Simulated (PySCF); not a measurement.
# Cl2H4Si2: the cost of one run

The runs use PySCF 2.14.0, with density-fitted response routines of our own; the level of theory stands in each step. All values are computed, except where a source is named. Atoms count from 0, in the outputs and in this text.

## (1) Starting geometry

8 atoms, charge 0, multiplicity 1; geometry from: PBE0-D3(BJ)/def2-SVP.

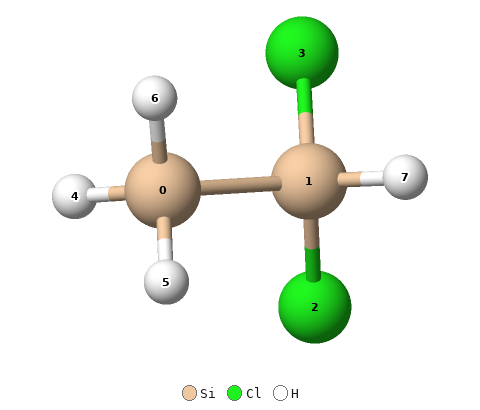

The starting geometry (silicon light orange, chlorine green, hydrogen white), atoms numbered; sticks join atoms by distance.

## (2) Spin-spin couplings: B3LYP/cc-pVTZ

Job settings and geometry (Å):

```
{"job": {"kind": "j", "xc": "B3LYP", "basis": "cc-pVTZ"}, "charge": 0, "multiplicity": 1}
Si    -0.662042     0.013363     0.543219
Si     1.634164     0.345655     0.807839
Cl     2.632324    -1.069273    -0.322046
Cl     2.108037     2.235311     0.114396
H     -0.982492     0.117338    -0.910423
H     -1.033596    -1.341418     1.050454
H     -1.408324     1.058595     1.306143
H      2.140742     0.243704     2.202533
```

Method: B3LYP/cc-pVTZ indirect spin-spin coupling, non-relativistic, gas phase.

On the command line:

```console
$ OMP_NUM_THREADS=1 python probes_run.py task.json out
```

This one command runs all jobs of the session in turn.

**Question.** How long does this first job take on 1 thread of Intel Xeon Platinum 8259CL at 2.50GHz, shared host, and how much memory does it need?

About 33 s, with a peak of 0.8 GiB.
